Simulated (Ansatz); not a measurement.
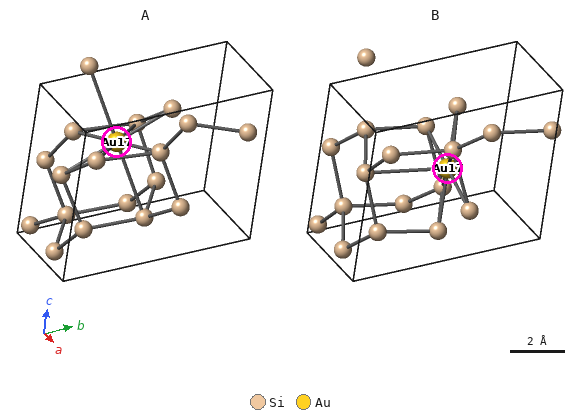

The two relaxed end points of a path for a defect cell of composition Si16Au (cell charge +1) (17 atoms in the cell). Style: ball-and-stick. Shown: the reduced simulation cell (origin moved), slightly off an axis. The moving atom is ringed, with any periodic copies. Lengths and directions refer to the drawn axes. Bonds to atoms that aren't drawn are left out.

Method: DFT LDA, scalar-relativistic, plane waves, PAW (Ansatz).

Input file:
```yaml
crystal:
  lattice:
    - [0.0, 5.401942273, -5.401942273]
    - [5.401942273, 5.401942273, 0.0]
    - [5.401942273, 0.0, -5.401942273]
  atoms:
    - { symbol: Si, position: [0.1468082863, 0.1265235978, 0.1310845841] }
    - { symbol: Si, position: [0.1466506608, 0.5957509263, 0.1309973441] }
    - { symbol: Si, position: [0.5791563406, 0.1401246349, 0.140261021] }
    - { symbol: Si, position: [0.6616984344, 0.6384239416, 0.0610827368] }
    - { symbol: Si, position: [0.103919787, 0.1058297469, 0.6845049178] }
    - { symbol: Si, position: [0.1434499241, 0.6245284394, 0.6074653179] }
    - { symbol: Si, position: [0.6231028747, 0.140733491, 0.6151408887] }
    - { symbol: Si, position: [0.6231656432, 0.6210957765, 0.6150595711] }
    - { symbol: Si, position: [0.2955025852, 0.7347748001, 0.2350848355] }
    - { symbol: Si, position: [0.2128391872, 0.2366560314, 0.3140324524] }
    - { symbol: Si, position: [0.728111703, 0.7483504808, 0.2438936769] }
    - { symbol: Si, position: [0.7283336876, 0.2793260002, 0.2440026559] }
    - { symbol: Si, position: [0.2518700752, 0.7343536969, 0.7598287561] }
    - { symbol: Si, position: [0.2518343568, 0.253936778, 0.75993838] }
    - { symbol: Si, position: [0.7708737399, 0.769261192, 0.6906939513] }
    - { symbol: Si, position: [0.731263511, 0.2504715606, 0.7678471157] }
    - { symbol: Au, position: [-0.0625817385, -0.0623374341, 0.1871670339] }
total_charge: 1
basis:
  ecutwfc: 420
  xc_grid: 2
kpoints:
  mp_grid: { grid: [3, 3, 3], shift: [0.0, 0.0, 0.0] }
hamiltonian:
  xc: lda
scf:
  occupations: { method: gaussian, width: 0.02 }
output:
  forces: true
neb:
  images: 3
  f_tol: 0.05
  max_iterations: 70
  order_check: false
  final_atoms:
    - { symbol: Si, position: [0.1404580035, 0.140261021, 0.1401246349] }
    - { symbol: Si, position: [0.1057455483, 0.6845049178, 0.1058297469] }
    - { symbol: Si, position: [0.5955835317, 0.1310845841, 0.1265235978] }
    - { symbol: Si, position: [0.6210227456, 0.6151408887, 0.140733491] }
    - { symbol: Si, position: [0.1266010688, 0.1309973441, 0.5957509263] }
    - { symbol: Si, position: [0.1406790092, 0.6150595711, 0.6210957765] }
    - { symbol: Si, position: [0.6387948872, 0.0610827368, 0.6384239416] }
    - { symbol: Si, position: [0.6245563186, 0.6074653179, 0.6245284394] }
    - { symbol: Si, position: [0.2504178127, 0.7678471157, 0.2504715606] }
    - { symbol: Si, position: [0.236472329, 0.3140324524, 0.2366560314] }
    - { symbol: Si, position: [0.7342904853, 0.75993838, 0.253936778] }
    - { symbol: Si, position: [0.7483376563, 0.2440026559, 0.2793260002] }
    - { symbol: Si, position: [0.2539474718, 0.7598287561, 0.7343536969] }
    - { symbol: Si, position: [0.2796441394, 0.2438936769, 0.7483504808] }
    - { symbol: Si, position: [0.7691711167, 0.6906939513, 0.769261192] }
    - { symbol: Si, position: [0.7346377792, 0.2350848355, 0.7347748001] }
    - { symbol: Au, position: [-0.0622478613, 0.1871670339, -0.0623374341] }
```

Launched with:
```bash
ansatz run input.yaml --threads 4 --pin off --max-ram 10240MiB --backend cpu --events-out ev --progress --plain --runs-dir out
```

**What barrier does the band find between them, and by what path?**

The barrier is about 0.300 eV in both directions, with image 2 at the top; the ends have the same energy. The Au atom travels furthest, 1.91 Å from end to end, along [0 1 −1], on a path that bends up to 0.28 Å away from the straight line. At the highest image its nearest neighbour (Si) is 2.42 Å away, against 2.41 Å at the start, and the surrounding atoms stand up to 0.13 Å off the mean of their end positions. The band converged in 5 iterations. The largest component of the band force went from 4.7 to 0.036 eV/Å. The climbing image converged on the top of the path. Its curvatures weren't checked.

Energies of the converged images:

| image | path (Å) | E (eV) |
| --- | --- | --- |
| 0 | 0.00 | 0.000 |
| 1 | 0.65 | 0.100 |
| 2 | 1.31 | 0.300 |
| 3 | 1.96 | 0.100 |
| 4 | 2.62 | 0.000 |

The geometry at the top of the path:

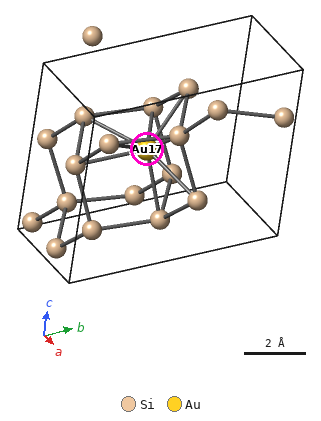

Limits of the set-up: the periodic images lie only 7.6 Å apart, so the values are limited by the cell's size; the cell is charged, on a uniform background, and energies carry no finite-size correction.
